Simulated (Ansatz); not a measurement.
```json
{"atom": "Al", "x (Å)": "0.0877", "y (Å)": "-0.3966", "z (Å)": "0.5698"}
{"atom": "Cl", "x (Å)": "-0.7573", "y (Å)": "1.2905", "z (Å)": "2.1422"}
{"atom": "O", "x (Å)": "1.6963", "y (Å)": "0.0111", "z (Å)": "0.1673"}
{"atom": "H", "x (Å)": "1.9729", "y (Å)": "0.0947", "z (Å)": "-0.7508"}
{"atom": "O", "x (Å)": "-1.0833", "y (Å)": "-0.7371", "z (Å)": "-0.6282"}
{"atom": "H", "x (Å)": "-1.9732", "y (Å)": "-1.0343", "z (Å)": "-0.4154"}
{"atom": "F", "x (Å)": "-0.1529", "y (Å)": "-1.0268", "z (Å)": "2.1687"}
```

Level of theory: UKS CAM-B3LYP-D4/cc-pVDZ (Ansatz 0.2.0).

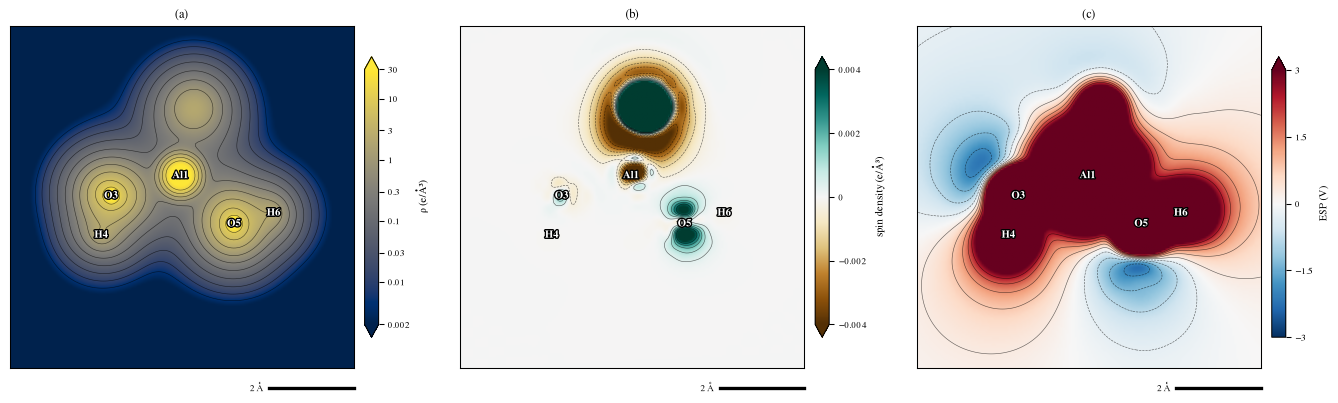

AlClFH$_{2}$O$_{2}$ (doublet). (a) total electron density; (b) spin density (α minus β); (c) molecular electrostatic potential on the plane of atoms O3, Al1 and O5.

What do the fields say about this system?

Answer. The section cuts through Al, O and H sites.
Al–O (1.71 Å): ρ is about 0.79 e/Å³ halfway.
O–H (0.96 Å): the density is about 3.6 e/Å³ at the midpoint.
The unpaired spin (1 electron) lies mostly on Cl2 (about 0.8) and F7 (about 0.2), in electrons by Hirshfeld's partition.
Outside the dense part of the molecule the potential is most negative (−2.2 V) near O3.
